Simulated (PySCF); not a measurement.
# H4NdO4 ([Nd(OH)4]-): the cost of one run

Programs: PySCF 2.14.0, with routines of our own; each step states its level. All values are computed. Atoms count from 0.

### Step 1. The starting structure

9 atoms, charge -1, states of the metal's open shell are computed; geometry from: model geometry, bond lengths from ionic radii.

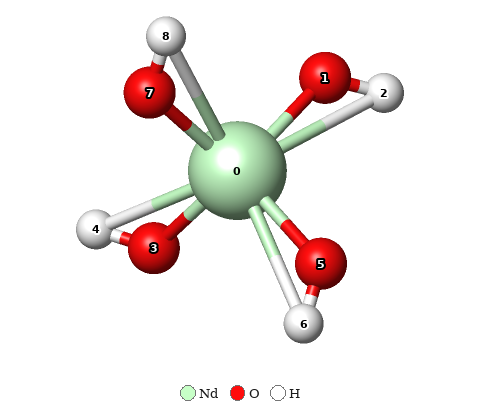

The starting geometry (neodymium light green, oxygen red, hydrogen white); sticks join atoms by distance alone.

### Step 2. Ligand-field states: state-averaged CASSCF in water

What the job is given:

```
{"job": {"kind": "lf", "basis": {"metal": "x2c-TZVPall", "ligand": "x2c-SVPall"}, "nevpt": false, "solvent": "water"}, "charge": -1, "metal": "Nd", "open_shell": "f3"}
Nd     0.000000     0.000000     0.000000
O      1.289223     1.289223     1.289223
H      1.035307     2.166678     1.600993
O     -1.289223    -1.289223     1.289223
H     -1.035307    -2.166678     1.600993
O     -1.289223     1.289223    -1.289223
H     -2.166678     1.035307    -1.600993
O      1.289223    -1.289223    -1.289223
H      2.166678    -1.035307    -1.600993
```

Method: state-averaged CASSCF of the metal f shell, state-interaction spin-orbit coupling.

Run with:

```bash
OMP_NUM_THREADS=1 python lf_run.py task.json out
```

One launch serves the whole session: the jobs run in the order shown.

Q: Estimate the wall time and peak memory of this first job on 1 thread of Intel Xeon 6975P-C, shared host.

About 21 s, with a peak of 0.51 GiB.
